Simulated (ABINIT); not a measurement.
# ZnSe (Stilleite): G0W0 with ABINIT, start to end, part 2 of 3

How does a plane-wave GW calculation on ZnSe (Stilleite) run from the first input to the gap?

ABINIT 10.8.3; PBE and many-body steps on it, plane waves. Known limits of the many-body steps: not at the basis limit; no spin-orbit coupling; coarse k mesh.

So far. Step 2 (Ground state): The gap is direct, at Γ.

## 3. Bands along the symmetry lines

Level of this step: DFT, PBE, plane waves, norm-conserving pseudopotentials (ABINIT).

Levels along a band path, at the cheap level, show where the edges lie and whether the meshes to come will hold them.

Input file run.abi:

```
acell 3*1.0 Angstrom
rprim 
  -0.000000000000 2.833800000000 2.833800000000
  2.833800000000 -0.000000000000 2.833800000000
  2.833800000000 2.833800000000 0.000000000000
ntypat 2
znucl 30 34
natom 2
typat 1 2
xred 
  0.000000000000 0.000000000000 0.000000000000
  0.250000000000 0.250000000000 0.250000000000
pp_dirpath "pseudos"
pseudos "Zn.upf, Se.upf"
ecut 48
iscf -2
irdden 1
kptopt 0
nkpt 50
kpt 
  0.00000000 0.00000000 0.00000000
  -0.06250000 -0.06250000 0.00000000
  -0.12500000 -0.12500000 0.00000000
  -0.18750000 -0.18750000 0.00000000
  -0.25000000 -0.25000000 0.00000000
  -0.31250000 -0.31250000 0.00000000
  -0.37500000 -0.37500000 0.00000000
  -0.43750000 -0.43750000 0.00000000
  -0.50000000 -0.50000000 0.00000000
  -0.48437500 -0.48437500 0.03125000
  -0.46875000 -0.46875000 0.06250000
  -0.45312500 -0.45312500 0.09375000
  -0.43750000 -0.43750000 0.12500000
  -0.42187500 -0.42187500 0.15625000
  -0.40625000 -0.40625000 0.18750000
  -0.39062500 -0.39062500 0.21875000
  -0.37500000 -0.37500000 0.25000000
  -0.37500000 0.00000000 0.37500000
  -0.32812500 0.00000000 0.32812500
  -0.28125000 0.00000000 0.28125000
  -0.23437500 0.00000000 0.23437500
  -0.18750000 0.00000000 0.18750000
  -0.14062500 0.00000000 0.14062500
  -0.09375000 0.00000000 0.09375000
  -0.04687500 0.00000000 0.04687500
  0.00000000 0.00000000 0.00000000
  0.00000000 0.00000000 0.06250000
  0.00000000 0.00000000 0.12500000
  0.00000000 0.00000000 0.18750000
  0.00000000 0.00000000 0.25000000
  0.00000000 0.00000000 0.31250000
  0.00000000 0.00000000 0.37500000
  0.00000000 0.00000000 0.43750000
  0.00000000 0.00000000 0.50000000
  -0.06250000 -0.03125000 0.46875000
  -0.12500000 -0.06250000 0.43750000
  -0.18750000 -0.09375000 0.40625000
  -0.25000000 -0.12500000 0.37500000
  -0.31250000 -0.15625000 0.34375000
  -0.37500000 -0.18750000 0.31250000
  -0.43750000 -0.21875000 0.28125000
  -0.50000000 -0.25000000 0.25000000
  -0.50000000 -0.28125000 0.21875000
  -0.50000000 -0.31250000 0.18750000
  -0.50000000 -0.34375000 0.15625000
  -0.50000000 -0.37500000 0.12500000
  -0.50000000 -0.40625000 0.09375000
  -0.50000000 -0.43750000 0.06250000
  -0.50000000 -0.46875000 0.03125000
  -0.50000000 -0.50000000 0.00000000
istwfk *1
nband 32
nbdbuf 5
tolwfr 1e-07
nstep 50
prtwf 0
prtvol 0
indata_prefix "in"
outdata_prefix "out"
tmpdata_prefix "tmp"
```

On the command line:

```console
$ OMP_NUM_THREADS=1 mpirun -n 4 abinit run.abi > log
```

Numbers of over 12 decimals in the logs are rounded to 6 here.

Log:

```text
.Version 10.8.3 of ABINIT. v10.8.2 released Aug 2026.

 Symmetries : space group F-4 3 m (#216); Bravais cF (face-center cubic)
[... echo of the input left out ...]
== DATASET  1 ==================================================================
-   mpi_nproc: 4, omp_nthreads: 1 (-1 if OMP is not activated)

--- !DatasetInfo
iteration_state: {dtset: 1, }
dimensions: {natom: 2, nkpt: 50, mband: 32, nsppol: 1, nspinor: 1, nspden: 1, mpw: 4917, }
cutoff_energies: {ecut:  48.0, pawecutdg:  -1.0, }
electrons: {nelect:   4.40000000E+01, charge:   0.00000000E+00, occopt:   1.00000000E+00, tsmear:   1.00000000E-02, }

 Real(R)+Recip(G) space primitive vectors, cartesian coordinates (Bohr,Bohr^-1):
 R(1)=  0.0000000  5.3551059  5.3551059  G(1)= -0.0933688  0.0933688  0.0933688
 R(2)=  5.3551059  0.0000000  5.3551059  G(2)=  0.0933688 -0.0933688  0.0933688
 R(3)=  5.3551059  5.3551059  0.0000000  G(3)=  0.0933688  0.0933688 -0.0933688
 Unit cell volume ucvol=  3.0713845E+02 bohr^3
 Angles (23,13,12)=  6.00000000E+01  6.00000000E+01  6.00000000E+01 degrees

 getcut: wavevector=  0.0000  0.0000  0.0000  ngfft=  48  48  48
         ecut(hartree)=     48.000   => boxcut(ratio)=   2.03223

--- Pseudopotential description ------------------------------------------------
- Zn Generated using ONCVPSP code by D. R. Hamann
- 30.00000  20.00000  171031                  znucl, zion, pspdat
12 -101130 2 -1 1326                          pspcod,pspxc,lmax,lloc,mmax
     nproj     2     2     2
  pspatm : epsatm=   26.68164218
         --- l  ekb(1:nproj) -->
             0    2.827643   -1.532764
             1   -4.632527   -1.324876
             2   -6.943520   -2.557073
 pspatm: atomic psp has been read  and splines computed

- Se Generated using ONCVPSP code by D. R. Hamann
- 34.00000  24.00000  171031                  znucl, zion, pspdat
12 -101130 2 -1 1214                          pspcod,pspxc,lmax,lloc,mmax
     nproj     2     2     2
  pspatm : epsatm=   25.39064422
         --- l  ekb(1:nproj) -->
[...]
pspatm: atomic psp has been read  and splines computed

--------------------------------------------------------------------------------

================================================================================
 prteigrs : about to open file out_EIG
 Non-SCF case, kpt    1 (  0.00000  0.00000  0.00000), residuals and eigenvalues=
  3.76E-08  2.31E-08  7.80E-08  3.48E-08  6.62E-08  1.18E-08  7.38E-08  8.41E-08
  1.87E-08  3.88E-08  1.98E-08  4.29E-08  9.14E-08  2.19E-08  1.81E-08  2.90E-08
  4.04E-08  7.38E-08  7.33E-08  7.20E-08  8.12E-08  2.53E-08  8.79E-08  6.34E-08
[...]
-7.4629E+00 -5.2385E+00 -5.2385E+00 -5.2385E+00 -4.4496E+00 -2.7650E+00
 -2.7650E+00 -2.7650E+00 -1.5698E+00 -1.5698E+00 -1.5698E+00 -1.5696E+00
 -1.5696E+00 -3.3425E-01 -8.7379E-02 -8.7379E-02 -8.7379E-02 -7.3851E-02
[...]
6.3314E-01  6.3314E-01
 Non-SCF case, kpt    2 ( -0.06250 -0.06250  0.00000), residuals and eigenvalues=
[...]
6.3825E-01  6.5252E-01
 Non-SCF case, kpt    3 ( -0.12500 -0.12500  0.00000), residuals and eigenvalues=
[...]
6.5354E-01  6.7472E-01
[...]
Non-SCF case, kpt   49 ( -0.50000 -0.46875  0.03125), residuals and eigenvalues=
[...]
7.1518E-01  8.0595E-01
 Non-SCF case, kpt   50 ( -0.50000 -0.50000  0.00000), residuals and eigenvalues=
[...]
-6.7227E-02 -2.1500E-02  7.2844E-02  7.2844E-02  2.6295E-01  2.8045E-01
  5.4749E-01  5.6671E-01  5.6671E-01  6.6710E-01  6.8488E-01  6.8488E-01
  7.0352E-01  8.0213E-01

--- !ResultsGS
iteration_state: {dtset: 1, }
comment   : Summary of ground state results
lattice_vectors:
- [ -0.0000000,   5.3551059,   5.3551059, ]
- [  5.3551059,  -0.0000000,   5.3551059, ]
- [  5.3551059,   5.3551059,   0.0000000, ]
lattice_lengths: [   7.57326,    7.57326,    7.57326, ]
lattice_angles: [ 60.000,  60.000,  60.000, ] # degrees, (23, 13, 12)
lattice_volume:   3.0713845E+02
convergence: {deltae:  0.000E+00, res2:  0.000E+00, residm:  9.981E-08, diffor:  0.000E+00, }
etotal    :  -5.47356177E+02
entropy   :   0.00000000E+00
fermie    :   1.53041323E-01
cartesian_stress_tensor: null
pressure_GPa: null
xred      :
- [  0.0000E+00,   0.0000E+00,   0.0000E+00, Zn]
- [  2.5000E-01,   2.5000E-01,   2.5000E-01, Se]
cartesian_forces: null
force_length_stats: {min: null, max: null, mean: null, }

 Integrated electronic density in atomic spheres:
 ------------------------------------------------
 Atom  Sphere_radius  Integrated_density
[...]
================================================================================

 ----iterations are completed or convergence reached----

 Mean square residual over all n,k,spin=   44.709E-09; max=  99.810E-09
 reduced coordinates (array xred) for    2 atoms
       0.000000000000      0.000000000000      0.000000000000
       0.250000000000      0.250000000000      0.250000000000

 cartesian coordinates (angstrom) at end:
    1      0.000000     0.000000     0.000000
    2      1.416900     1.416900     1.416900
 length scales=  1.889726125908  1.889726125908  1.889726125908 bohr
              =  1.000000000000  1.000000000000  1.000000000000 angstroms
 prteigrs : about to open file out_EIG
 Eigenvalues (hartree) for nkpt=  50  k points:
 kpt#   1, nband= 32, wtk=  1.00000, kpt=  0.0000  0.0000  0.0000 (reduced coord)
[...]
kpt#   2, nband= 32, wtk=  1.00000, kpt= -0.0625 -0.0625  0.0000 (reduced coord)
[...]
kpt#   3, nband= 32, wtk=  1.00000, kpt= -0.1250 -0.1250  0.0000 (reduced coord)
[...]
kpt#  49, nband= 32, wtk=  1.00000, kpt= -0.5000 -0.4687  0.0313 (reduced coord)
[...]
kpt#  50, nband= 32, wtk=  1.00000, kpt= -0.5000 -0.5000  0.0000 (reduced coord)
[...]
-0.07809   -0.07208   -0.06723   -0.02150    0.07284    0.07284    0.26295    0.28045
   0.54749    0.56671    0.56671    0.66710    0.68488    0.68488    0.70352    0.80213

== END DATASET(S) ==============================================================
================================================================================

 -outvars: echo values of variables after computation  --------
            nband          32
             nkpt          50
          spgroup         216
 [... the other variables as echoed above ...]

 Calculation completed.
```

It took 28 s on 4 MPI ranks of Arm Neoverse V1, shared host; peak memory 0.38 GiB.

This step gave:

```
gap                        : 1.288 eV
k of the valence top       : 0, 0, 0
k of the conduction bottom : 0, 0, 0
least direct gap           : 1.288 eV
```

The gap is 1.288 eV, as in the run before at this level.

The electronic bands at the labelled points (eV, zero at the top of the highest filled band):

```tsv
point	band 19	band 20	band 21	band 22	band 23	band 24	band 25	band 26
Γ	-6.17	0.00	0.00	0.00	1.29	5.81	5.81	5.81
X	-5.99	-4.75	-2.18	-2.18	2.99	3.47	10.73	11.26
U	-5.91	-4.71	-3.08	-1.79	3.59	5.60	9.05	9.28
jump to K	-5.91	-4.71	-3.08	-1.79	3.59	5.60	9.05	9.28
Γ	-6.17	0.00	0.00	0.00	1.29	5.81	5.81	5.81
L	-6.01	-5.22	-0.87	-0.87	2.55	6.39	6.39	8.57
W	-5.87	-4.68	-2.76	-2.66	5.49	5.56	6.97	7.72
X	-5.99	-4.75	-2.18	-2.18	2.99	3.47	10.73	11.26
```

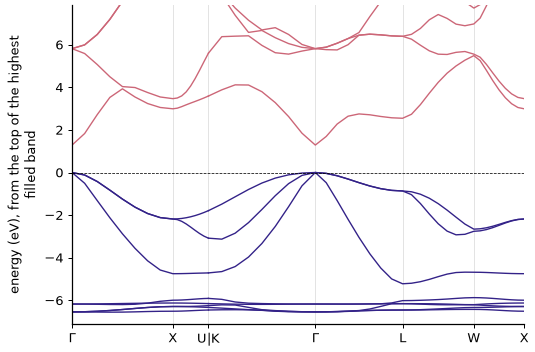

Electronic bands along the path; lines of filled and empty bands in two colours.

## 4. Empty states on the mesh, 4×4×4 mesh, 129 bands

The sums over transitions need many empty states on a uniform mesh; this step solves for them.

Input file run.abi:

```
acell 3*1.0 Angstrom
rprim 
  -0.000000000000 2.833800000000 2.833800000000
  2.833800000000 -0.000000000000 2.833800000000
  2.833800000000 2.833800000000 0.000000000000
ntypat 2
znucl 30 34
natom 2
typat 1 2
xred 
  0.000000000000 0.000000000000 0.000000000000
  0.250000000000 0.250000000000 0.250000000000
pp_dirpath "pseudos"
pseudos "Zn.upf, Se.upf"
ecut 48
ngkpt 4 4 4
nshiftk 1
shiftk 0 0 0
kptopt 1
chksymbreak 0
iscf -2
irdden 1
istwfk *1
nband 129
nbdbuf 10
tolwfr 1e-09
nstep 60
prtvol 0
indata_prefix "in"
outdata_prefix "out"
tmpdata_prefix "tmp"
```

Log:

```text
.Version 10.8.3 of ABINIT. v10.8.2 released Aug 2026.

 Symmetries : space group F-4 3 m (#216); Bravais cF (face-center cubic)
[... echo of the input left out ...]
== DATASET  1 ==================================================================
-   mpi_nproc: 4, omp_nthreads: 1 (-1 if OMP is not activated)

--- !DatasetInfo
iteration_state: {dtset: 1, }
dimensions: {natom: 2, nkpt: 8, mband: 129, nsppol: 1, nspinor: 1, nspden: 1, mpw: 4910, }
cutoff_energies: {ecut:  48.0, pawecutdg:  -1.0, }
electrons: {nelect:   4.40000000E+01, charge:   0.00000000E+00, occopt:   1.00000000E+00, tsmear:   1.00000000E-02, }

 Real(R)+Recip(G) space primitive vectors, cartesian coordinates (Bohr,Bohr^-1):
 R(1)=  0.0000000  5.3551059  5.3551059  G(1)= -0.0933688  0.0933688  0.0933688
 R(2)=  5.3551059  0.0000000  5.3551059  G(2)=  0.0933688 -0.0933688  0.0933688
 R(3)=  5.3551059  5.3551059  0.0000000  G(3)=  0.0933688  0.0933688 -0.0933688
 Unit cell volume ucvol=  3.0713845E+02 bohr^3
 Angles (23,13,12)=  6.00000000E+01  6.00000000E+01  6.00000000E+01 degrees

 getcut: wavevector=  0.0000  0.0000  0.0000  ngfft=  48  48  48
         ecut(hartree)=     48.000   => boxcut(ratio)=   2.03223

--- Pseudopotential description ------------------------------------------------
- Zn Generated using ONCVPSP code by D. R. Hamann
- 30.00000  20.00000  171031                  znucl, zion, pspdat
12 -101130 2 -1 1326                          pspcod,pspxc,lmax,lloc,mmax
     nproj     2     2     2
  pspatm : epsatm=   26.68164218
         --- l  ekb(1:nproj) -->
             0    2.827643   -1.532764
             1   -4.632527   -1.324876
             2   -6.943520   -2.557073
 pspatm: atomic psp has been read  and splines computed

- Se Generated using ONCVPSP code by D. R. Hamann
- 34.00000  24.00000  171031                  znucl, zion, pspdat
12 -101130 2 -1 1214                          pspcod,pspxc,lmax,lloc,mmax
     nproj     2     2     2
  pspatm : epsatm=   25.39064422
         --- l  ekb(1:nproj) -->
[...]
pspatm: atomic psp has been read  and splines computed

--------------------------------------------------------------------------------

================================================================================
 prteigrs : about to open file out_EIG
 Non-SCF case, kpt    1 (  0.00000  0.00000  0.00000), residuals and eigenvalues=
  5.20E-10  8.37E-11  9.69E-11  9.99E-11  1.40E-10  2.41E-10  1.88E-10  3.09E-10
  2.79E-10  4.92E-10  4.28E-10  3.94E-10  4.27E-10  3.09E-10  4.80E-10  6.63E-10
  8.40E-11  1.40E-10  8.87E-10  1.67E-10  1.60E-10  4.39E-10  5.16E-10  2.14E-10
[...]
5.14E-10
 -7.4629E+00 -5.2385E+00 -5.2385E+00 -5.2385E+00 -4.4496E+00 -2.7650E+00
 -2.7650E+00 -2.7650E+00 -1.5698E+00 -1.5698E+00 -1.5698E+00 -1.5696E+00
 -1.5696E+00 -3.3425E-01 -8.7379E-02 -8.7379E-02 -8.7379E-02 -7.3851E-02
[...]
3.3016E+00  3.3016E+00  3.3016E+00  3.3228E+00  3.3599E+00  3.3748E+00
  3.3748E+00  3.3748E+00  3.3917E+00  3.3917E+00  3.3917E+00  3.4063E+00
[...]
prteigrs : prtvol=0 or 1, do not print more k-points.

--- !ResultsGS
iteration_state: {dtset: 1, }
comment   : Summary of ground state results
lattice_vectors:
- [ -0.0000000,   5.3551059,   5.3551059, ]
- [  5.3551059,  -0.0000000,   5.3551059, ]
- [  5.3551059,   5.3551059,   0.0000000, ]
lattice_lengths: [   7.57326,    7.57326,    7.57326, ]
lattice_angles: [ 60.000,  60.000,  60.000, ] # degrees, (23, 13, 12)
lattice_volume:   3.0713845E+02
convergence: {deltae:  0.000E+00, res2:  0.000E+00, residm:  9.949E-10, diffor:  0.000E+00, }
etotal    :  -5.47356177E+02
entropy   :   0.00000000E+00
fermie    :   1.53041323E-01
cartesian_stress_tensor: null
pressure_GPa: null
xred      :
- [  0.0000E+00,   0.0000E+00,   0.0000E+00, Zn]
- [  2.5000E-01,   2.5000E-01,   2.5000E-01, Se]
cartesian_forces: null
force_length_stats: {min: null, max: null, mean: null, }

 Integrated electronic density in atomic spheres:
 ------------------------------------------------
 Atom  Sphere_radius  Integrated_density
[...]
================================================================================

 ----iterations are completed or convergence reached----

 Mean square residual over all n,k,spin=   37.177E-11; max=  99.492E-11
 reduced coordinates (array xred) for    2 atoms
       0.000000000000      0.000000000000      0.000000000000
       0.250000000000      0.250000000000      0.250000000000

 cartesian coordinates (angstrom) at end:
    1      0.000000     0.000000     0.000000
    2      1.416900     1.416900     1.416900
 length scales=  1.889726125908  1.889726125908  1.889726125908 bohr
              =  1.000000000000  1.000000000000  1.000000000000 angstroms
 prteigrs : about to open file out_EIG
 Eigenvalues (hartree) for nkpt=   8  k points:
 kpt#   1, nband=129, wtk=  0.01563, kpt=  0.0000  0.0000  0.0000 (reduced coord)
[...]
3.25704    3.25704    3.30164    3.30164    3.30164    3.32279    3.35987    3.37481
   3.37481    3.37482    3.39174    3.39174    3.39174    3.40631    3.40631    3.45075
   3.45075
 prteigrs : prtvol=0 or 1, do not print more k-points.

== END DATASET(S) ==============================================================
================================================================================

 -outvars: echo values of variables after computation  --------
            nband         129
             nkpt           8
          spgroup         216
 [... the other variables as echoed above ...]

 Calculation completed.
```

The job ended after 38 s (4 MPI ranks; peak memory 0.37 GiB).

This step gave:

```
gap                                                           : 1.288 eV
k of the valence top                                          : 0, 0, 0
k of the conduction bottom                                    : 0, 0, 0
least direct gap                                              : 1.288 eV
k points computed                                             : 8
lowest point of the top converged band, above the valence top : 87.2623 eV
```

On this mesh the gap is 1.288 eV.

## 5. Screening, 4×4×4 mesh, 119 bands, screening to 130.6 eV

The RPA dielectric matrix is built and inverted for each q.

This step: RPA screening on PBE, plane waves, norm-conserving pseudopotentials.

run.abi: that of step 4 with these lines changed.

```diff
@@ -20,10 +20,11 @@
 chksymbreak 0
-iscf -2
-irdden 1
 istwfk *1
-nband 129
-nbdbuf 10
-tolwfr 1e-09
-nstep 60
-prtvol 0
+occopt 1
+irdwfk 1
+optdriver 3
+nband 119
+ecuteps 4.8
+inclvkb 2
+awtr 1
+symchi 1
 indata_prefix "in"
```

Log:

```text
.Version 10.8.3 of ABINIT. v10.8.2 released Aug 2026.

 Symmetries : space group F-4 3 m (#216); Bravais cF (face-center cubic)
[... echo of the input left out ...]
== DATASET  1 ==================================================================
-   mpi_nproc: 4, omp_nthreads: 1 (-1 if OMP is not activated)

--- !DatasetInfo
iteration_state: {dtset: 1, }
dimensions: {natom: 2, nkpt: 8, mband: 119, nsppol: 1, nspinor: 1, nspden: 1, mpw: 4910, }
cutoff_energies: {ecut:  48.0, pawecutdg:  -1.0, }
electrons: {nelect:   4.40000000E+01, charge:   0.00000000E+00, occopt:   1.00000000E+00, tsmear:   1.00000000E-02, }

 SCREENING: Calculation of the susceptibility and dielectric matrices

 Based on a program developped by R.W. Godby, V. Olevano, G. Onida, and L. Reining.
 Incorporated in ABINIT by V. Olevano, G.-M. Rignanese, and M. Torrent.
.Using double precision arithmetic ; gwpc =  8

[... cell and pseudopotentials left out ...]
--------------------------------------------------------------------------------

 ==== K-mesh for the wavefunctions ====
 Number of points in the irreducible wedge :     8
[... list of points left out ...]
 Together with 24 symmetry operations and time-reversal symmetry
 yields    64 points in the full Brillouin Zone.

 ==== Q-mesh for the screening function ====
 Number of points in the irreducible wedge :     8
[... list of points left out ...]
 Together with 24 symmetry operations and time-reversal symmetry
 yields    64 points in the full Brillouin Zone.

 setmesh: FFT mesh size selected  =    32x   32x   32
          total number of points  =        32768

 vcoul_init : cutoff-mode = AUXILIARY_FUNCTION
 q-points for optical limit:   1
     1)      0.000010    0.000020    0.000030

- screening: taking advantage of time-reversal symmetry
- Maximum band index for partially occupied states nbvw = 22
- Remaining bands to be divided among processors   nbcw = 97
- Number of bands treated by each node ~24

 Number of electrons calculated from density =   44.0000; Expected =   44.0000
 average of density, n =  0.143258
 r_s =    1.1856
 omega_plasma =   36.5103 [eV]

 calculating chi0 at frequencies [eV] :
  1    0.000000E+00    0.000000E+00
  2    0.000000E+00    3.651025E+01

--------------------------------------------------------------------------------
  q-point number  1        q = ( 0.000000, 0.000000, 0.000000) [r.l.u.]
--------------------------------------------------------------------------------
[... chi0 elements left out ...]
 For q-point:  0.000010 0.000020 0.000030
  dielectric constant =  13.5241
  dielectric constant without local fields =  14.4718

  Average fulfillment of the sum rule on Im[epsilon] for q-point    1 :     36.83  [%]
[... wings left out ...]
  q-point number  2        q = ( 0.250000, 0.000000, 0.000000) [r.l.u.]
--------------------------------------------------------------------------------
[... chi0 elements left out ...]
  Average fulfillment of the sum rule on Im[epsilon] for q-point    2 :     43.41  [%]

 [... 6 further q-points ...]
```

Wall time 51 s (4 MPI ranks); peak memory 1.2 GiB.

This step gave:

```
ε∞ with local fields, on this mesh, along the program's q direction : 13.52
the same without local fields                                       : 14.47
plasma frequency                                                    : 36.51 eV
plane waves in the screening matrix                                 : 169
```

Local fields lower ε∞ by 7 %. On a Γ-centred mesh this coarse the value itself is usually too large, while a short band sum pulls it down.

(Continued in part 3 of 3.)

[Paths, hosts, dates, memory and timing lines, banners, echoed tables and standing remarks are left out of the program output.]

[Logs are printed without paths, hosts, clocks, repeated set-up lines and the standing remarks that a program may print on its own settings, such as how far it seeks lower states.]

[Runs of the session that timed out or met a known fault of the program may be left out.]

[Hosts, paths, dates, database ids (printed as entryN), source tags and the programs' standing remarks are cut or masked in the printed files.]

[G0W0 gaps are taken among the corrected bands and points alone; a level outside them can change the order at an edge.]

[Where Ansatz stands beside ABINIT at settings called matched, ABINIT's density can come from a denser mesh and the files from another edition; pairs whose starting gaps differed by over 0.03 eV were left out, so agreement reads better than it is.]
